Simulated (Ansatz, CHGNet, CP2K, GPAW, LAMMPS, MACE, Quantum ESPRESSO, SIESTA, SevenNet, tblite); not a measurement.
**Other levels on amorphous 59Ga2O3-41P2O5 (mol %) (64 atoms)**

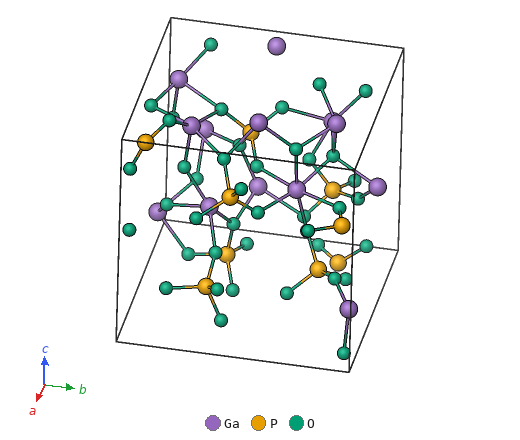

The cell (gallium purple, phosphorus orange, oxygen teal). Bonds to atoms that aren't drawn are left out.

Density of this cell: 4.18 g/cm³. The cell holds 64 atoms: 13 Ga, 9 P and 42 O. Cell: a = 9.037 Å, b = 9.037 Å, c = 9.037 Å, α = 90.0°, β = 90.0°, γ = 90.0°. 64 atoms (13 Fe, 9 P, 42 O) placed at random at 3.33 g/cm³, melted at 5000 K for 10 ps at fixed volume with the Morse and Coulomb pair potential with partial charges (Pedone, Malavasi, Menziani, Cormack and Segre, J. Phys. Chem. B 110, 11780 (2006)). Quenched from 5000 K to 300 K at 100 K/ps and fixed volume, held 10 ps at zero pressure, then minimised at fixed cell. Then Fe was replaced by Ga and the cell scaled by 1.005 (the potential has no terms for the new elements, so the cell is a start for a DFT relaxation).

Geometry: as built.

The reference, a calculation:

| Quantity | Value |
| --- | --- |
| method | Kohn-Sham DFT, PBE, SSSP efficiency 1.3.0 pseudopotentials, plane waves (Quantum ESPRESSO 7.5); sssp-pbe-1.3.0-efficiency, cutoffs 60/480 Ry, Γ point |
| r.m.s. force component | 1.059 eV/Å |
| longest force | 3.454 eV/Å |
| pressure | -0.4717 GPa |
| gap (highest filled to lowest empty level) | 1.376 eV |
| time | 4.8 min on 2 MPI ranks of Arm Neoverse V2, shared host |
| CPU time | 9.7 min |

Runs, in no order:
A. CP2K PBE, DZVP-MOLOPT-SR, 300/50 Ry, OT CG: Kohn-Sham DFT, PBE, GTH-PBE pseudopotentials, Gaussian and plane waves, DZVP-MOLOPT-SR-GTH, orbital transformation
B. SIESTA PBE, DZ, shift 0.01 Ry, mesh 500 Ry: Kohn-Sham DFT, PBE, PseudoDojo 0.4.1 norm-conserving pseudopotentials (converted to PSML), numerical atomic orbitals (DZ), diagonalisation
C. CHGNet 0.3.0 potential: machine-learned interatomic potential CHGNet 0.3.0, trained on PBE(+U) plane-wave data
D. QE PBE, sg15-1.2, 60/240 Ry: Kohn-Sham DFT, PBE, SG15 1.2 norm-conserving pseudopotentials, plane waves
E. GPAW PBE, LCAO dzp, h 0.18 Å: Kohn-Sham DFT, PBE, PAW, atomic orbitals (dzp)

Q: Order them from the smallest to the largest r.m.s. force difference.

D, C, E, A, B.

```tsv
run	Δ force, r.m.s. (meV/Å)	share of r.m.s. force (%)	CPU time
D. QE PBE, sg15-1.2, 60/240 Ry	134	12.7	3.2 min
C. CHGNet 0.3.0 potential	202	19.0	3.6 s
E. GPAW PBE, LCAO dzp, h 0.18 Å	454	42.9	1.7 min
A. CP2K PBE, DZVP-MOLOPT-SR, 300/50 Ry, OT CG	1450	137	7.1 min
B. SIESTA PBE, DZ, shift 0.01 Ry, mesh 500 Ry	2241	212	1.9 min
```

Machine-learned potentials mimic data converged in k, so the reference's own k-point error enters their differences. The network of bonds at the start is that of the classical potential that made the cell, and needn't be the one that DFT or experiment would give. The electronic-structure runs sample only Γ, in a cell whose shortest periodic width is 9 Å.

[Logs are printed without paths, hosts, clocks, repeated set-up lines and the standing remarks that a program may print on its own settings, such as how far it seeks lower states.]

[Hosts, paths, dates, database ids (printed as entryN), source tags and the programs' standing remarks are cut or masked in the printed files.]
